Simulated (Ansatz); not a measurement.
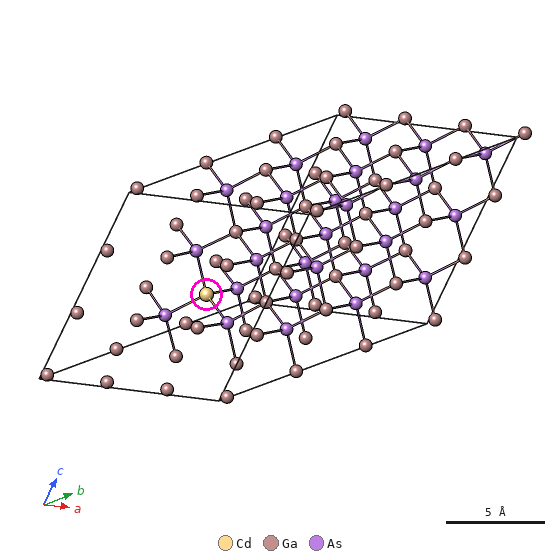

The figure gives a ball-and-stick picture of the atoms, viewed from a general direction. The parallelepiped is the supercell. The host is GaAs, in a cell of 54 sites, and the cell carries a charge of -1. A ring marks the defect's site.

Name the defect and give its surroundings.

Cadmium on a gallium site (a substitutional impurity). It is bonded to four As in a tetrahedral arrangement at about 2.5 Å.

The atoms were relaxed in the host's cell with DFT LDA, scalar-relativistic, plane waves, PAW in Ansatz.
